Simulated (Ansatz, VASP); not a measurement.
# SnAs: VASP beside Ansatz, part 2 of 2

Aim: how closely do two programs agree when they are given the same cell, functional and k mesh? The cell is taken from a series of VASP runs on this material, whose earlier steps may have relaxed, scaled or displaced it; both programs get it as it stands. Valence electrons are named where the data sets of a main pair hold unlike numbers.

VASP 6.6.1 and Ansatz 0.2.0.

So far: Set-up; VASP: band structure, PBEsol, spin-orbit coupling.

## (3) Ansatz: band structure, PBEsol, spin-orbit coupling

Level of this step: Ansatz beside VASP: Kohn-Sham DFT, plane waves, PBEsol, spin-orbit coupling (Ansatz).

Ansatz runs on its fully relativistic PAW (standard-fr) files.

The same cell, functional, mesh and smearing now go to Ansatz, which takes its cutoff from its data sets.

File input.yaml:

```yaml
crystal:
  lattice:
    - [0.0, 2.8593080381, 2.8593080381]
    - [2.8593080381, 0.0, 2.8593080381]
    - [2.8593080381, 2.8593080381, 0.0]
  atoms:
    - { symbol: Sn, position: [0.0, 0.0, 0.0] }
    - { symbol: As, position: [0.5, 0.5, 0.5] }
hamiltonian:
  xc: pbesol
  pseudopotentials: { kind: paw_fr }
magnetization:
  noncollinear: true
  spin_orbit: true
kpoints:
  mp_grid: { grid: [7, 7, 7] }
  band_path:
    path:
      - [0.0, 0.0, 0.0]
      - [0.16667, 0.0, 0.16667]
      - [0.33333, 0.0, 0.33333]
      - [0.5, 0.0, 0.5]
      - [0.5, 0.08333, 0.58333]
      - [0.5, 0.18333, 0.68333]
      - [0.5, 0.25, 0.75]
      - [0.45, 0.3, 0.75]
      - [0.40833, 0.34167, 0.75]
      - [0.35, 0.35, 0.7]
      - [0.225, 0.225, 0.45]
      - [0.075, 0.075, 0.15]
      - [0.03333, 0.03333, 0.03333]
      - [0.23333, 0.23333, 0.23333]
      - [0.4, 0.4, 0.4]
      - [0.51667, 0.46667, 0.51667]
      - [0.55833, 0.38333, 0.55833]
      - [0.60833, 0.28333, 0.60833]
      - [0.60833, 0.25, 0.64167]
      - [0.55833, 0.25, 0.69167]
      - [0.51667, 0.25, 0.73333]
      - [0.5, 0.3, 0.7]
      - [0.5, 0.38333, 0.61667]
      - [0.5, 0.48333, 0.51667]
      - [0.475, 0.475, 0.55]
      - [0.425, 0.425, 0.65]
      - [0.38333, 0.38333, 0.73333]
      - [0.59167, 0.18333, 0.59167]
      - [0.55, 0.1, 0.55]
      - [0.5, 0.0, 0.5]
    npoints: 1
scf:
  occupations: { method: gaussian, width: 0.05 }
  n_extra_bands: 14
output:
  forces: true
  stress: true
  eigenvalues: true
  write_density: true
  write_potential: true
  elf: true
  volumetric_format: npy
```

Run with:

```sh
> ansatz run input.yaml --threads 2 --pin off --max-ram 4608MiB --backend cpu --events-out ev --progress --plain --runs-dir out
```

Numbers of over 12 decimals in the logs are rounded to 6 here.

Log:

```text
scf.n_extra_bands = 14 over 29 filled bands (N_el = 29.0): the run solves 43 bands
Engine: ansatz 0.2.0, aarch64-unknown-linux-gnu
Pseudopotentials: kind: paw_fr
Pseudopotential: Sn, paw_fr, valence charge 14, recommended cutoff 420 eV (normal), Sn.paw.azcp#standard-fr
Pseudopotential: As, paw_fr, valence charge 15, recommended cutoff 420 eV (normal), As.paw.azcp#standard-fr
Functional definition: PBEsol
  exchange = pbesol_x
  correlation = pbesol_c
non-collinear run that drives no moment, with spin-orbit: no starting moment large enough to seed its density (crystal.atoms[].spin), no starting occupations that ask for one, no magnetisation constraint and no magnetic field, so the semilocal B_xc is pinned to zero
Crystal: 2 atoms, lattice volume = 46.753 Å³
Basis set: ecut = 420 eV, 941 PW (Γ), exchange–correlation on 60×60×60 points (8 copies of the dense FFT grid, shifted against one another)
Bands: 43, of which v1, the nominal top of the filled ones, is band 29 counted from 1 (28 counted from 0)
Symmetry: 48 space group operations + 48 with time reversal
Magnetic group: BNS 225.117 (UNI 1619), of the structure as read, at distance tolerance 3.6e-5 Å
k-points: 20 of 343
Projection manifold: j_resolved (fully-relativistic pseudo-atomic orbitals)
Non-local potential: Sn, projectors of the file, l = 0: 2, l = 1: 4, l = 2: 4, l = 3: 4
Non-local potential: As, projectors of the file, l = 0: 2, l = 1: 4, l = 2: 6, l = 3: 2
PAW form: soft (Blöchl's): semilocal exchange-correlation on the pseudo side does not see the compensation charge
PAW frozen core: Sn, regenerated for the run's functional, and the local potential with it (the file was generated under x = pbe(κ = 0.804, μ = 0.219515), c = pbe(β = 0.066725))
PAW frozen core: As, regenerated for the run's functional, and the local potential with it (the file was generated under x = pbe(κ = 0.804, μ = 0.219515), c = pbe(β = 0.066725))
PAW one-centre angular grid: Sn, 590 points (default); XC on 64 Gauss nodes
PAW one-centre angular grid: As, 590 points (default); XC on 64 Gauss nodes
Initial density: superposition of atomic densities (chi_scale 0.1, normalization cell, long waves kept (reshape's long-wave potential 0.00 eV rms))
Initial wavefunctions: pseudopotential atomic-orbital guess
Functional: x = pbesol(κ = 0.804, μ = 0.123457), c = pbesol(β = 0.046)
SCF iter   1: F=—  HF=-10765.168965 eV  |F-HF|=—  |Δ(HF+E_count)|=         —  Δρ=1.87e-2  dr2=1.19e-1  dr2_m=0.00e0 (ungated)  ethr=3.10e-3  |M|=0.00e0 ∫|m|=0.00e0 μB  |m|>n=0.0e0 m-floor=0.0e0 τ_xc=0.0e0  β_m=0.30  ⟨swp⟩=6.6  Hψ=4596  notcnv=0  defer=73
preconditioner: auto → Kerker (q_TF=auto, 2.520 Å⁻¹)  [metal: Δε(μ)=0.011 eV  Ē_g=20.387 eV  σ=0.050 eV  W_gap=0.12  n_scr=14 (ndim 8)  ℏωp=23.7 eV  f_vac=0.000  D(μ)=2.07/eV (n_scr^D=14)]
spin=Noncollinear: Kerker preconditioning applied to the charge; magnetization (m_x, m_y, m_z) channels mix plain (no charge-response kernel on spin).
SCF iter   2: F=—  HF=-10765.161027 eV  |F-HF|=—  |Δ(HF+E_count)|=   7.94e-3  Δρ=1.45e-2  dr2=7.59e-2  dr2_m=0.00e0 (ungated)  ethr=4.11e-4  |M|=0.00e0 ∫|m|=0.00e0 μB  |m|>n=0.0e0 m-floor=0.0e0 τ_xc=0.0e0  β_m=0.64  ⟨swp⟩=1.9  Hψ=1099  notcnv=0  defer=132
preconditioner: auto → none  [insulator: Δε(μ)=0.370 eV  Ē_g=20.427 eV  σ=0.050 eV  W_gap=0.51  n_scr=14 (ndim 8)  ℏωp=23.7 eV  f_vac=0.000  D(μ)=2.09/eV (n_scr^D=14)  ε∞_Penn≈2.3]
SCF iter   3: F=—  HF=-10765.153591 eV  |F-HF|=—  |Δ(HF+E_count)|=   7.44e-3  Δρ=3.18e-3  dr2=4.93e-3  dr2_m=0.00e0 (ungated)  ethr=2.62e-4  |M|=0.00e0 ∫|m|=0.00e0 μB  |m|>n=0.0e0 m-floor=0.0e0 τ_xc=0.0e0  β_m=0.59  ⟨swp⟩=3.3  Hψ=1446  notcnv=0  defer=136
SCF iter   4: F=—  HF=-10765.151048 eV  |F-HF|=—  |Δ(HF+E_count)|=   2.54e-3  Δρ=9.25e-4  dr2=3.15e-4  dr2_m=0.00e0 (ungated)  ethr=1.70e-5  |M|=0.00e0 ∫|m|=0.00e0 μB  |m|>n=0.0e0 m-floor=0.0e0 τ_xc=0.0e0  β_m=0.75  ⟨swp⟩=2.0  Hψ=1242  notcnv=0  defer=136
SCF iter   5: F=—  HF=-10765.151109 eV  |F-HF|=—  |Δ(HF+E_count)|=   6.17e-5  Δρ=4.92e-4  dr2=9.70e-5  dr2_m=0.00e0 (ungated)  ethr=1.09e-6  |M|=0.00e0 ∫|m|=0.00e0 μB  |m|>n=0.0e0 m-floor=0.0e0 τ_xc=0.0e0  β_m=0.59  ⟨swp⟩=2.0  Hψ=1306  notcnv=0  defer=136
SCF iter   6: F=—  HF=-10765.151046 eV  |F-HF|=—  |Δ(HF+E_count)|=   6.31e-5  Δρ=2.04e-4  dr2=1.51e-5  dr2_m=0.00e0 (ungated)  ethr=3.34e-7  |M|=0.00e0 ∫|m|=0.00e0 μB  |m|>n=0.0e0 m-floor=0.0e0 τ_xc=0.0e0  β_m=0.79  ⟨swp⟩=2.0  Hψ=1306  notcnv=0  defer=136
SCF iter   7: F=-10765.151039 eV  HF=-10765.151039 eV  |F-HF|=9.28e-8  |Δ(HF+E_count)|=   7.29e-6  Δρ=1.00e-5  dr2=4.77e-8  dr2_m=0.00e0 (ungated)  ethr=3.45e-10  |M|=0.00e0 ∫|m|=0.00e0 μB  |m|>n=0.0e0 m-floor=0.0e0 τ_xc=0.0e0  ⟨swp⟩=14.2  Hψ=6718  notcnv=0
SCF 1 converged in 7 iterations: F = -10765.151039 eV  dr2 = 4.77e-8
  greatest PAW one-centre occupation: 0.999 electrons in one spin orbital (limit 2), on the As atom at site 1 (counted from 0), in its partial waves of l = 2
NSCF: frozen V_eff on 30 k-points
SCF converged after 7 iterations
Magnetization: |M| = 0.0000 μB,  M = (+0.0000, +0.0000, +0.0000) μB
Absolute magnetization: 0.0000 μB (∫|m|)
  site 0: m = (+0.0000, +0.0000, +0.0000) μB, |m| = 0.0000 μB  (R = 1.18 Å)
  site 1: m = (+0.0000, +0.0000, +0.0000) μB, |m| = 0.0000 μB  (R = 1.18 Å)
Free energy (F): -10765.151039 eV
Harris-Foulkes:  -10765.151039 eV  (|F-HF|=9.28e-8)
Internal energy: -10765.148522 eV  (E = F + TS)
E sigma→0 (E₀):  -10765.149781 eV
Entropy (-TS):   -0.002517 eV (-1.258 meV/atom)
Fermi energy:    10.985920 eV
--- Per-component energies (eV) ---
  E_band       = -300.057963
  E_kinetic    = 290.647846
  E_local      = -2474.428271  (includes V_loc(G=0)·N_el)
  E_nonlocal   = -698.273465
  E_hartree    = 1441.299612
  E_xc         = -458.614965
  E_vxc        = -176.778893  (∫ρ·V_xc dr)
  E_paw        = -5860.617132  (= ΣΔE_a)
  E_vpaw       = -123.832504  (= ΣTr[D̂ρ^β])
  E_aug_tail   = 0.000009  (compensation charges beyond the density's cutoff)
  E_ewald      = -3006.420199
  E_core_change = 1.258043  (= ΣΔE_core)
  E_smearing   = -0.002517  (= −TS)
  E_closure    = 0.000000  (closes the sum)
  Σ components = -10765.151039   (vs F -10765.151039, Δ=0.00e0)
--- Forces (eV/Å), atoms counted from 1 ---
  atom   1  Sn     0.00000000    -0.00000000    -0.00000000
  atom   2  As    -0.00000000    -0.00000000     0.00000000
  max |Σ_I F_I| component: 1.40e-26 eV/Å
--- Stress (GPa, compression-positive) ---
       -0.212925       0.000000       0.000000
       -0.000000      -0.212925       0.000000
        0.000000       0.000000      -0.212925
  P = ⅓ Tr σ = -0.2129 GPa (-2.129 kbar)
--- Band table (eV; the first three rows and the last of 20) ---
  k-point 0: bands = [... 25 lower, 9.5805, 10.0304, 10.0304, 10.0304, 10.0304, 15.9318, 15.9318, 16.7095, ... 10 higher]
  k-point 1: bands = [... 25 lower, 9.7460, 10.0526, 10.0526, 11.0078, 11.0078, 14.8643, 14.8643, 15.4166, ... 10 higher]
  k-point 2: bands = [... 25 lower, 9.9157, 10.1743, 10.1743, 11.6994, 11.6994, 13.3607, 13.3607, 13.7721, ... 10 higher]
  k-point 19: bands = [... 25 lower, 5.9532, 6.9772, 6.9772, 11.1781, 11.1781, 13.6974, 13.6974, 16.5276, ... 10 higher]
```

Wall time 19 s (2 threads of Arm Neoverse N1, shared host); peak memory 0.51 GiB; 36 s of CPU time.

## (4) Side by side

Known differences besides the potentials themselves: spin-orbit coupling enters by fully relativistic files in Ansatz and inside the spheres in VASP; the data sets hold 29 valence electrons in Ansatz (on its fully relativistic PAW (standard-fr) files) and 19 in VASP; the cutoff is 420 eV in Ansatz and 400 eV in VASP; Ansatz makes its cores anew for this functional, VASP keeps those of its PBE data sets. Total energies have different zeros and are not compared.

The two programs side by side:

```csv
quantity,Ansatz,VASP,difference
pressure (GPa),-0.21,-0.14,-0.08
```

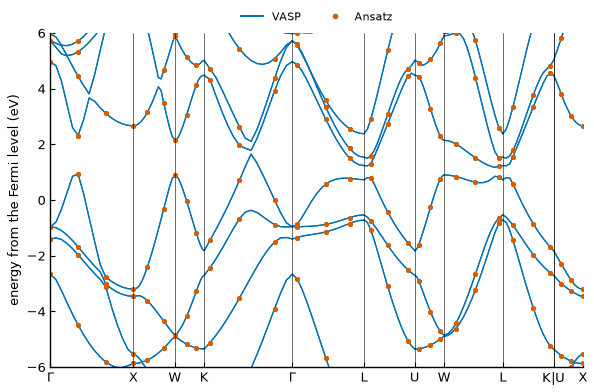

Bands from VASP (lines) and levels from Ansatz (dots). Dots without a line are higher empty bands that the VASP plot leaves out.

Levels from 3 eV below to 2 eV above the Fermi level differ by 4 meV r.m.s. and 11 meV at most; each VASP level is matched to the nearest of Ansatz, which flatters the figure a little. Ansatz's pressure holds a Pulay correction of 0.04 GPa; VASP's holds none.

## (5) Results

| Item | Value |
| --- | --- |
| r.m.s. difference of levels near the Fermi level (band structure, PBEsol, spin-orbit coupling) | 4.1 meV |

**Reading.** The r.m.s. difference of levels near the Fermi level is 4.1 meV (band structure, PBEsol, spin-orbit coupling), within the 80 meV picked in this series as the mark of a large difference. The data sets hold unlike numbers of valence electrons (29 in Ansatz and 19 in VASP), so part of the differences comes from the potentials. How closely two codes agree says nothing of how well the functional describes the real material.

[Lines on the potential files, build, host, timing and source positions are cut from VASP's logs without a mark.]

[Logs are printed without paths, hosts, clocks, repeated set-up lines and the standing remarks that a program may print on its own settings, such as how far it seeks lower states.]

[Hosts, paths, dates, database ids (printed as entryN), source tags and the programs' standing remarks are cut or masked in the printed files.]
